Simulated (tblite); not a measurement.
# Run report: Si2H5O2, frequency calculation

System: Si2H5O2, multiplicity 2, SMILES O[SiH2]O[SiH2].
Method: GFN1-xTB, U-SCC (tblite 0.8.0).

The geometry was optimised with GFN1-xTB.

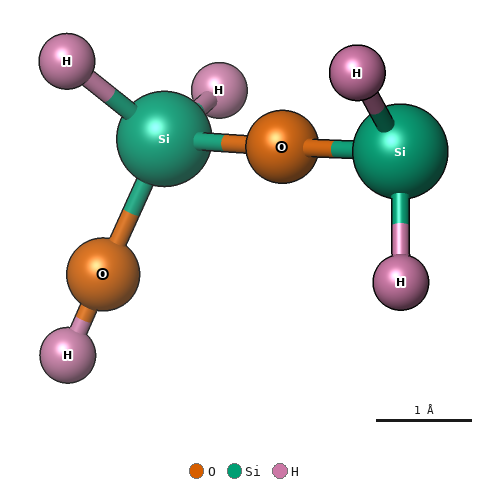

Fig. 1: The structure (ball-and-stick view, seen at a tilt). Bond lengths as drawn: H–O 0.95 Å, H–Si 1.44 to 1.47 Å and O–Si 1.60 to 1.67 Å.

## Results in brief

- outcome: converged
- total energy: −15.981455 hartree
- basis functions: 36
- largest force: 0.001 eV/Å
- zero-point energy: 0.049057 hartree
- dipole moment: 1.90 D
- wavenumbers, lowest and highest: 35 and 3835 cm⁻¹
- hardware: 1 thread of Intel Xeon @ 2.50GHz (Skylake/Cascade Lake), 189 GiB of memory available, shared host
- wall time: 1.9 s
- peak memory: 0.069 GiB

## The input (calc.py)
```python
# GFN1-xTB harmonic vibrations
import json
import numpy as np
from tblite.interface import Calculator
from tblite.interface import symbols_to_numbers
from ase.data import atomic_masses

symbols = list(map(str, np.loadtxt("input.xyz", skiprows=2, usecols=0, dtype=str, ndmin=1)))
numbers = np.array(symbols_to_numbers(symbols))
positions = np.loadtxt("input.xyz", skiprows=2, usecols=(1, 2, 3), ndmin=2) / 0.5291772

calculator = Calculator("GFN1-xTB", numbers, positions, charge=0, uhf=1)
calculator.set("verbosity", 0)
calculator.set("accuracy", 0.01)
calculator.add("spin-polarization", 1.0)
sp = calculator.singlepoint()
h = 0.005  # bohr
n = positions.size
H, D = np.zeros((n, n)), np.zeros((n, 3))
for a in range(n):
    g, d = [], []
    for sign in (1, -1):
        x = positions.ravel().copy()
        x[a] += sign * h
        calculator.update(x.reshape(-1, 3))
        y = calculator.singlepoint()
        g.append(y.get('gradient').ravel())
        d.append(y.get('dipole'))
    H[a], D[a] = (g[0] - g[1]) / (2 * h), (d[0] - d[1]) / (2 * h)
mass = np.repeat(atomic_masses[numbers], 3)
H = (H + H.T) / 2 / np.sqrt(np.outer(mass, mass))
# project out translations and rotations
com = positions - atomic_masses[numbers] @ positions / atomic_masses[numbers].sum()
T = [np.tile(v, len(numbers)) for v in np.eye(3)] + [np.cross(com, v).ravel() for v in np.eye(3)]
U, sv, _ = np.linalg.svd((np.array(T) * np.sqrt(mass)).T)
Q = U[:, (sv > 1e-3 * sv.max()).sum():]
w, V = np.linalg.eigh(Q.T @ H @ Q)
freq = np.sign(w) * np.sqrt(np.abs(w)) * 5140.487
inten = (((Q @ V).T / np.sqrt(mass)) @ D) ** 2
inten = inten.sum(axis=1) * 974.88
print(f"E = {sp.get('energy'):.8f} Eh, max gradient {np.abs(sp.get('gradient')).max():.2e} Eh/bohr")
print("mode   frequency/cm^-1   IR/(km/mol)")
for i, (v, s) in enumerate(zip(freq, inten), 1):
    print(f"{i:4d} {v:14.2f} {s:14.3f}")
zpe = freq[freq > 0].sum() / 2 / 219474.63
print(f"imaginary modes: {(freq < -10).sum()}, zero-point energy {zpe:.6f} Eh = {zpe * 627.5095:.4f} kcal/mol")
out = {k: np.asarray(sp.get(k)).tolist() for k in ("energy", "gradient", "charges", "dipole", "orbital-energies", "orbital-occupations")}
out.update(symbols=symbols, positions=(positions * 0.529177210903).tolist(), frequencies=freq.tolist(), intensities=inten.tolist(), zpe=zpe)
json.dump(out, open("results.json", "w"))
```

## File input.xyz
```
9
start geometry
O     -1.731336     0.747239     0.848249
Si    -0.330636     1.105974     0.163922
O      0.459902    -0.226993    -0.452586
Si     1.267613    -1.532169    -1.079474
H     -2.553153     0.514425     1.255062
H      0.529552     1.653914     1.182065
H     -0.602581     1.968627    -0.958511
H      2.538392    -1.575241    -0.350585
H      0.510748    -2.701877    -0.625241
```

Launched with:
```bash
python calc.py
```

## Log
```
E = -15.98145511 Eh, max gradient 1.25e-05 Eh/bohr
mode   frequency/cm^-1   IR/(km/mol)
   1          35.33          3.909
   2         123.47          1.355
   3         170.96          2.035
   4         290.04         46.419
   5         345.70        280.447
   6         383.22        173.932
   7         503.56         19.787
   8         601.76        152.032
   9         623.62        127.883
  10         695.30        333.878
  11         714.43         20.281
  12         828.18        423.687
  13         857.58        301.331
  14         871.71        256.736
  15         951.35        125.928
  16         996.99        562.195
  17        2085.38        548.148
  18        2088.24        104.853
  19        2258.01        297.450
  20        2274.29         73.308
  21        3834.59        111.573
imaginary modes: 0, zero-point energy 0.049057 Eh = 30.7840 kcal/mol
```

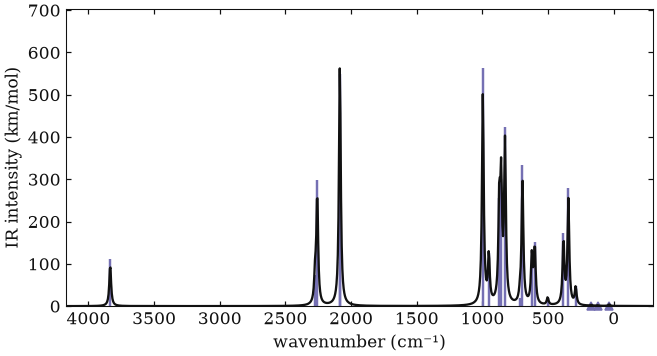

Fig. 2: Harmonic infrared spectrum, unscaled: sticks (degenerate modes added up, dark ones marked on the axis) with a Lorentzian envelope of 16 cm⁻¹ full width, scaled to the tallest stick. 21 modes from 35 to 3835 cm⁻¹, none imaginary. The strongest line is at 997 cm⁻¹ (562 km/mol).
